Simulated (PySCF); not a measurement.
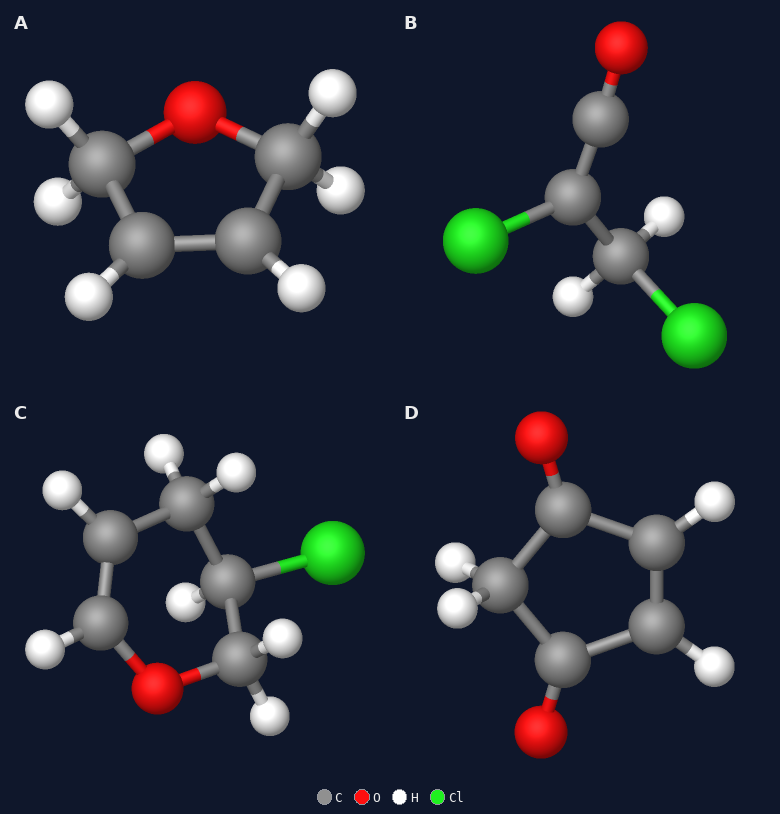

(Drawn from a calculation with PySCF.)

```xyz
8
charge 0, multiplicity 1
O     2.5650   -0.7272    0.4238
C     1.5456   -0.2188    0.2117
C     0.4278    0.3738   -0.1042
Cl    0.5048    2.1287   -0.1756
C    -0.9027   -0.2668   -0.2375
Cl   -1.8046   -0.2412    1.3293
H    -0.8070   -1.3140   -0.5200
H    -1.5199    0.2748   -0.9521
```

> Which panel shows the molecule in this file?

B. The file holds C3H2Cl2O, `O=C=C(Cl)CCl`.
